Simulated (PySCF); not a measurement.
## Excited-state calculation of C$_{8}$H$_{7}$Al

The run: excited-state calculation of C$_{8}$H$_{7}$Al, SMILES C#CCC#[C][AlH][C]#CC. Method and program: TDDFT PBE0/def2-SVPD, vertical, gas phase, core orbitals frozen in the response (PySCF 2.14.0).

The geometry comes from this level: GFN2-xTB. It belongs to a series of runs on one base structure; here: H on C replaced by ethynyl.

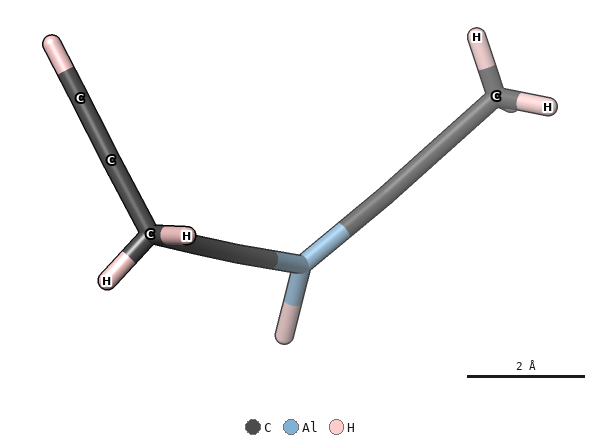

**Figure 1.** The structure (stick view, seen at a tilt). Sticks mark near contacts. Bond lengths as drawn: Al–C 1.94 Å, Al–H 1.54 Å, C–C 1.20 to 1.46 Å and C–H 1.05 to 1.10 Å.

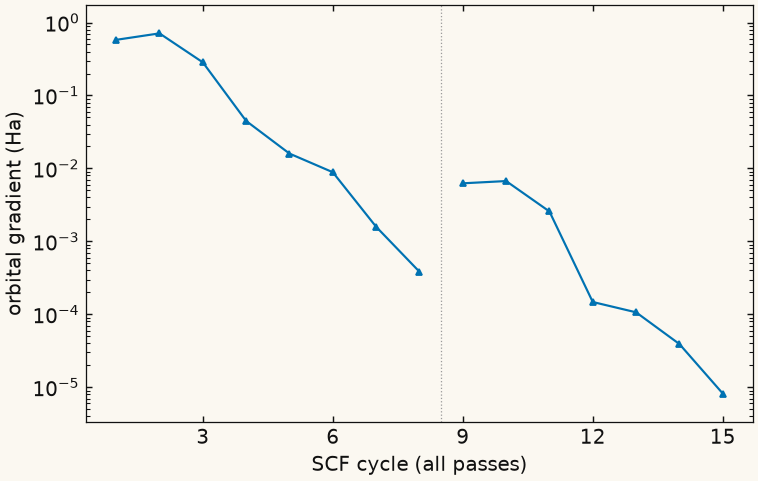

**Figure 2.** Convergence of the self-consistent field: orbital gradient against the SCF cycle. The dotted line marks the change from a coarse to the final integration grid. The first 8 cycles use a coarse grid, the final grid takes over at cycle 9, and the field converges after 15 cycles in all.

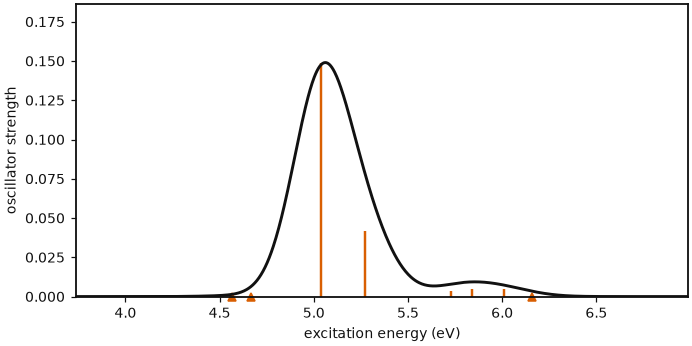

**Figure 3.** Computed excitations as sticks (degenerate states added up, dark ones marked on the axis), with a Gaussian envelope of 0.35 eV full width at half maximum, scaled to the tallest. Of the 8 states the lowest lies at 4.56 eV (f = 0.000); the strongest line is at 5.04 eV, or 246 nm (f = 0.149).

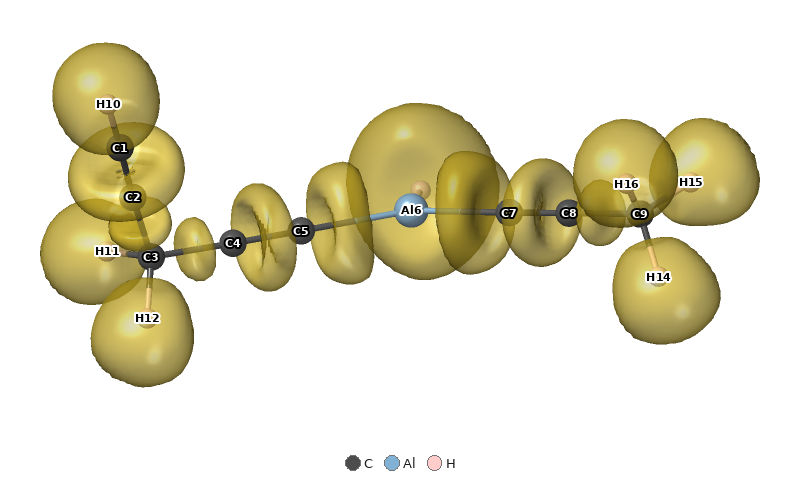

**Figure 4.** Isosurface of the electron localisation function at 0.8 (yellow), seen from the side. Only the valence region is drawn (cores and ρ < 0.01 e/Å³ removed). The ELF exceeds this value in six regions between bonded C–C atoms (shared pairs), seven regions around hydrogen nuclei and two lobes of the valence shell of C pointing towards Al. Along the contacts the grid gives the following. C–C (1.20 Å): the ELF peaks at about 0.80 between the atoms (a double or triple bond).

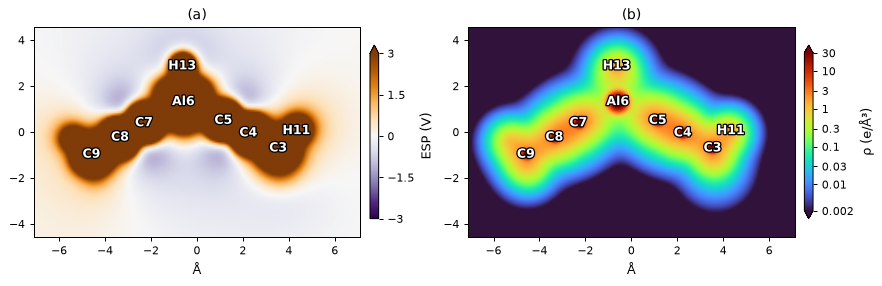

**Figure 5.** (a) molecular electrostatic potential; (b) electron density on the plane of atoms C5, Al6 and H13. The plane passes through C, Al and H nuclei.

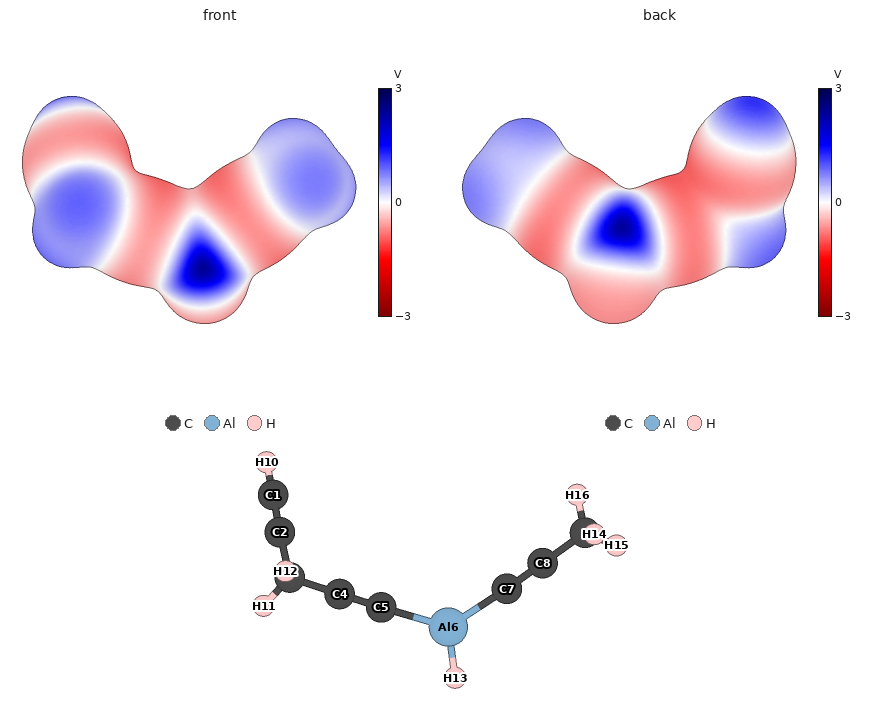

**Figure 6.** The electrostatic potential painted on the density surface at 0.001 e/bohr³, seen face on and from behind; the colour scale runs from red (negative) to blue (positive). The bare structure is drawn below in the same view. Its dipole moment is 1.57 D.

These pictures come from the run below.

Input file:
```
{"job": {"kind": "uv", "xc": "PBE0", "basis": "def2-SVPD", "nstates": 8, "ntriplets": 3}, "charge": 0, "multiplicity": 1}
C     -4.304612     0.923960     1.018544
C     -3.888569     0.221036     0.145028
C     -3.336226    -0.611324    -0.909730
C     -1.950905    -0.241323    -1.160707
C     -0.795847     0.082364    -1.359845
Al     1.055244     0.604415    -1.628851
C      2.459879     0.556724    -0.295239
C      3.304951     0.533313     0.579857
C      4.310158     0.501597     1.620530
H     -4.687272     1.531023     1.782924
H     -3.923524    -0.480465    -1.826140
H     -3.387098    -1.664488    -0.608742
H      1.428967     1.108096    -3.040529
H      4.657542    -0.520614     1.773799
H      5.160514     1.125072     1.342799
H      3.889198     0.874526     2.554892
```

The first line tells a small driver script what to run in PySCF; the rest is the geometry in Å.

Launch command:
```bash
OMP_NUM_THREADS=1 python <driver script> task.json out
```

Output:
```
coarse grid: 14656 points
cycle   1  E = -550.3469598441  dE =  9.933e-01  |g| = 5.789e-01  |ddm| = 9.260e+00
cycle   2  E = -550.2992256991  dE =  4.773e-02  |g| = 7.100e-01  |ddm| = 4.984e+00
cycle   3  E = -550.4189145106  dE = -1.197e-01  |g| = 2.846e-01  |ddm| = 1.668e+00
cycle   4  E = -550.4404417947  dE = -2.153e-02  |g| = 4.476e-02  |ddm| = 7.220e-01
cycle   5  E = -550.4409403751  dE = -4.986e-04  |g| = 1.598e-02  |ddm| = 1.960e-01
cycle   6  E = -550.4409869932  dE = -4.662e-05  |g| = 8.870e-03  |ddm| = 5.996e-02
cycle   7  E = -550.4410069744  dE = -1.998e-05  |g| = 1.586e-03  |ddm| = 1.612e-02
cycle   8  E = -550.4410075894  dE = -6.150e-07  |g| = 3.835e-04  |ddm| = 7.237e-03
final grid: 139160 points
cycle   9  E = -550.5259512613  dE = -2.880e-05  |g| = 6.252e-03  |ddm| = 1.203e-01
cycle  10  E = -550.5259497701  dE =  1.491e-06  |g| = 6.713e-03  |ddm| = 2.852e-02
cycle  11  E = -550.5259606905  dE = -1.092e-05  |g| = 2.570e-03  |ddm| = 1.854e-02
cycle  12  E = -550.5259624095  dE = -1.719e-06  |g| = 1.476e-04  |ddm| = 4.747e-03
cycle  13  E = -550.5259624124  dE = -2.893e-09  |g| = 1.066e-04  |ddm| = 7.327e-04
cycle  14  E = -550.5259624150  dE = -2.580e-09  |g| = 3.915e-05  |ddm| = 2.468e-04
cycle  15  E = -550.5259624153  dE = -3.706e-10  |g| = 8.220e-06  |ddm| = 8.512e-05
converged SCF energy = -550.5259624153

Static polarisability (au): isotropic 120.469, principal 85.739 114.699 160.968

Singlet excitations
state   eV       nm        f      main configurations
  1   4.5639    271.7   0.00046   H->L 0.94
  2   4.6660    265.7   0.00019   H-1->L 0.78, H-2->L 0.09
  3   5.0396    246.0   0.14899   H-2->L 0.81, H-1->L 0.09
  4   5.2720    235.2   0.04156   H-3->L 0.85
  5   5.7277    216.5   0.00372   H-4->L 0.86
  6   5.8387    212.3   0.00501   H-5->L 0.76, H-6->L 0.10
  7   6.0111    206.3   0.00451   H-6->L 0.80, H-5->L 0.10
  8   6.1602    201.3   0.00043   H-2->L+1 0.61, H-1->L+1 0.10

Triplet excitations (Tamm-Dancoff, eV): 4.1833 4.3241 4.3447
```

Key numbers:

- outcome: converged
- total energy: −550.525962 hartree
- HOMO: −7.58 eV
- LUMO: −1.65 eV
- dipole moment: 1.57 D
- mean polarisability: 120.47 a.u.
- lowest singlet excitation: 4.56 eV
- hardware: 1 CPU thread, shared host
- wall time: 42 s
- peak memory: 0.97 GiB
